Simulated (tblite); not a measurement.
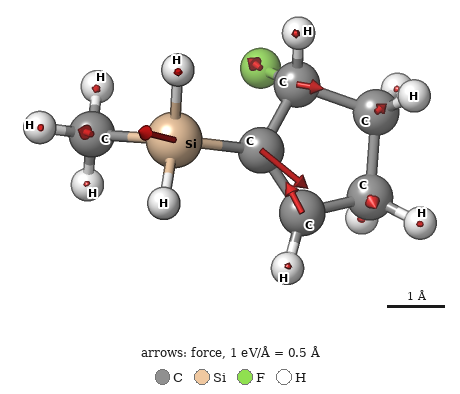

Starting geometry of C6H11FSi with the computed forces as red arrows. A ball-and-stick model, seen at a tilt.

Level of theory: GFN2-xTB geometry optimisation, gas phase (tblite). 

**What follows when this structure is relaxed?**

It isn't relaxed: the largest force vector, on C atoms, is 2.24 eV/Å. The final displacements have little in common with the starting forces (cosine between the two patterns 0.03). The largest moves after the best rigid fit, 1.06 Å, are those of H atoms. Largest moves by element: H 1.06 Å, F 0.73 Å, C 0.38 Å, Si 0.15 Å. Among the contacts that change: C–Si 1.803 → 1.882 Å, C–Si 1.864 → 1.896 Å, C–C 1.352 → 1.328 Å, H–Si 1.492 → 1.470 Å. Bond angles that change, for instance: C–C–H 112.2° → 107.7°, C–C–H 114.9° → 111.0°, C–C–H 109.6° → 112.8°. Groups turn about C–C by about 45°, C–C by about 45°, C–C by about 25°. After 121 geometry steps the energy has fallen by 18.5 kJ/mol.
